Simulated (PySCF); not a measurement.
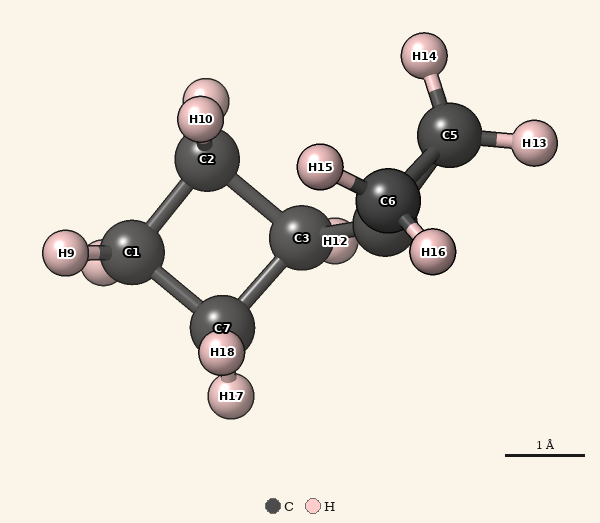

Fig. 1: The input geometry (ball-and-stick view, seen at a tilt; atoms are numbered from 1 in the order of the input).

**EPR calculation of C₇H₁₁**

The run: EPR calculation of C₇H₁₁, multiplicity 2. Method and program: UKS B3LYP, pcH-1 on C H, non-relativistic, mean-field spin-orbit, GIAO (PySCF 2.14.0).

It belongs to a series of runs on one base structure; here: X = H replaced by cBu.

Log
```
UKS, coarse grid
  cycle   1  E = -273.20226485  |g| = 3.20e-01
  cycle   2  E = -273.18440118  |g| = 3.82e-01
  cycle   3  E = -273.26043820  |g| = 3.56e-02
  cycle   4  E = -273.26091770  |g| = 1.88e-02
  cycle   5  E = -273.26108058  |g| = 7.51e-03
  cycle   6  E = -273.26111209  |g| = 1.38e-03
  cycle   7  E = -273.26111457  |g| = 5.64e-04
UKS, final grid
  cycle   1  E = -273.26114222  |g| = 5.61e-04
  cycle   2  E = -273.26114217  |g| = 6.71e-04
  cycle   3  E = -273.26114239  |g| = 9.11e-05
  cycle   4  E = -273.26114239  |g| = 2.61e-05
E = -273.26114239 Eh   <S^2> = 0.7536 (exact 0.7500)
g shifts (ppm)      1          2          3
  rmc          -150       -150       -150
  gc              7         23         21
  oz_so         -20        718        749
  total        -163        592        621
hyperfine (MHz)  atom isotope    a_iso     a_fc   dipolar eigenvalues
    0   13C      -2.99      -2.99     -0.71     -0.46      1.17
    1   13C      68.47      68.47     -8.86     -8.24     17.10
    2   13C     -12.94     -12.94     -3.60     -2.29      5.89
    3   13C     238.84     238.84    -75.15    -70.56    145.71
    4   13C     -17.39     -17.39     -3.84      0.07      3.77
    5   13C     -15.39     -15.39     -4.09     -0.13      4.22
    6   13C      17.85      17.85     -1.57     -0.68      2.25
    7    1H       0.67       0.67     -1.21     -0.96      2.17
    8    1H       1.98       1.98     -1.15     -0.91      2.07
    9    1H      -5.86      -5.86     -5.99     -0.54      6.53
   10    1H      -0.35      -0.35     -4.66     -1.45      6.11
   11    1H      32.51      32.51     -5.75     -4.56     10.31
   12    1H      79.33      79.33     -6.02     -3.65      9.67
   13    1H      53.84      53.84     -4.49     -2.23      6.72
   14    1H      55.18      55.18     -4.57     -2.16      6.73
   15    1H      77.67      77.67     -6.16     -3.70      9.86
   16    1H      -0.88      -0.88     -2.15     -1.69      3.85
   17    1H      -1.97      -1.97     -3.31     -2.47      5.78
```

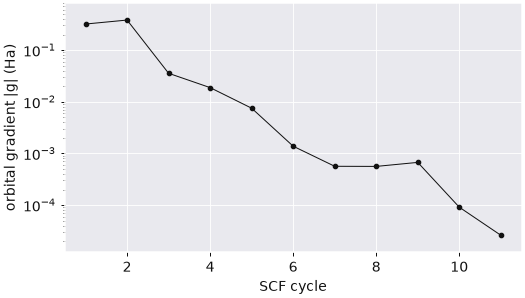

Fig. 2: Convergence of the self-consistent field: orbital gradient |g| against the SCF cycle. All cycles printed in the log are drawn one after another.

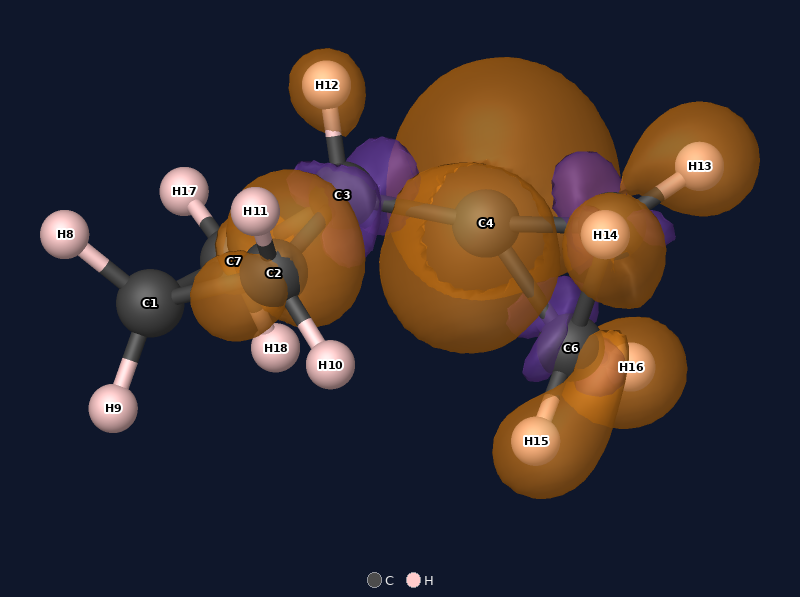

Fig. 3: Isosurfaces of the spin density (α minus β) at +0.01 (orange) and −0.01 e/Å³ (purple), seen from the side. The unpaired spin (1 electron) lies mostly on C4 (about 0.6), in electrons by Hirshfeld's partition.

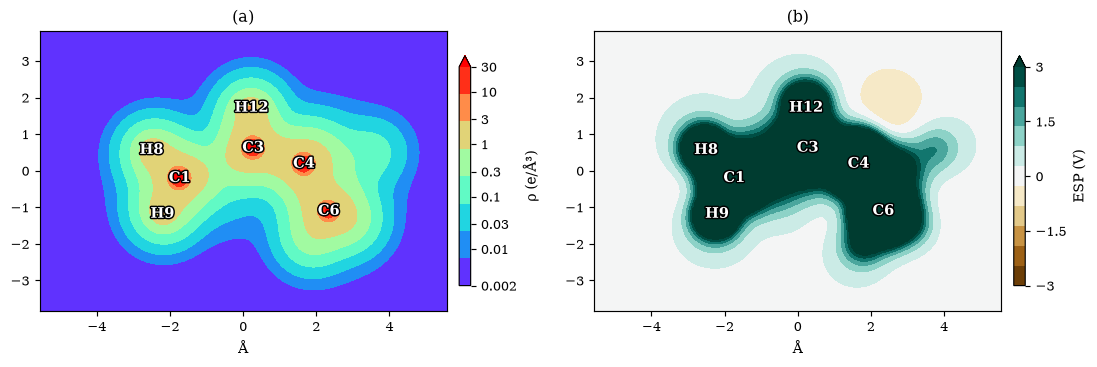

Fig. 4: (a) electron density; (b) molecular electrostatic potential on the plane of atoms H8, C1 and H9. Atoms in the plane: C and H. C–C (1.46 Å): ρ at the midpoint is about 1.8 e/Å³. C–H (1.09 Å): ρ is about 2 e/Å³ halfway.

This output came from the following input.

Input file
```
{"job": {"kind": "epr", "basis": "pcH-1"}, "charge": 0, "multiplicity": 2}
C      2.183066    -0.140365     0.052178
C      0.999773    -0.025508     1.017144
C      0.114825    -0.795392    -0.022587
C     -1.213371    -0.272997    -0.313245
C     -2.358049     0.141629     0.501282
C     -1.768105     1.061247    -0.555471
C      1.221761    -0.556238    -1.069526
H      2.869783    -0.937884     0.329908
H      2.751783     0.771826    -0.117736
H      0.664767     0.999719     1.154574
H      1.105353    -0.504065     1.987640
H      0.048150    -1.849613     0.260748
H     -3.332566    -0.285567     0.302509
H     -2.209970     0.375222     1.551028
H     -1.215245     1.943099    -0.245233
H     -2.356513     1.234096    -1.447635
H      1.513755    -1.420306    -1.661994
H      0.972042     0.267415    -1.735241
```

The first line tells a small driver script what to run in PySCF; the rest is the geometry in Å.

Launch command:
```bash
OMP_NUM_THREADS=1 python <driver script> task.json out
```

Key numbers

| quantity | value |
| --- | --- |
| outcome | converged |
| total energy | −273.261142 hartree |
| ⟨S²⟩ | 0.754 |
| isotropic g | 2.0027 |
| hardware | 1 CPU thread, shared host |
| wall time | 68 s |
| peak memory | 0.97 GiB |
